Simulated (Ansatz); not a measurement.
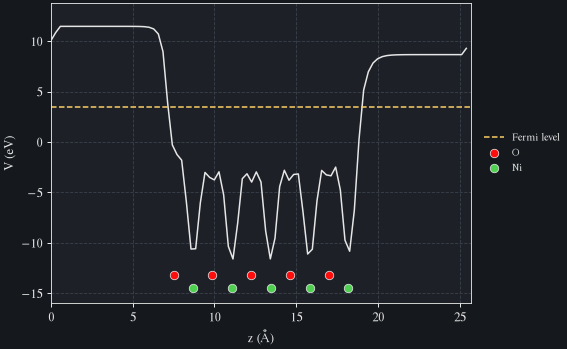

Plane-averaged electrostatic potential energy of an electron across the slab; circles at the bottom mark the heights of the atoms.

The material is a (111) slab cut from NiO (Fm-3m), unrelaxed, ended by Ni above and O below, 10 atoms in the cell.

Computed with Ansatz: DFT PBEsol, scalar-relativistic, plane waves, PAW, spin-polarised, 12×12×1 k mesh, 420 eV cutoff.

Read off the work function of each face.

Answer. The work function is 5.24 eV at the right face and 8.04 eV at the left.

How thick are slab and vacuum?

Answer. The outermost atoms are 10.7 Å apart, which leaves 15.0 Å of vacuum in a cell 25.7 Å high.

Do the two faces differ, and what does that say about the slab's dipole?

Answer. The vacuum level is 2.80 eV higher at the left than at the right, so the slab carries a dipole along its normal; the ramp in the vacuum, at or near the edge of the plot, is the dipole correction that keeps each side flat.

The run may have settled in a state above the lowest, so this need not be the ground state. The atoms aren't at rest in this cell (largest force 3.8 eV/Å), so the relaxed material can differ. Some starting moments didn't survive the run.
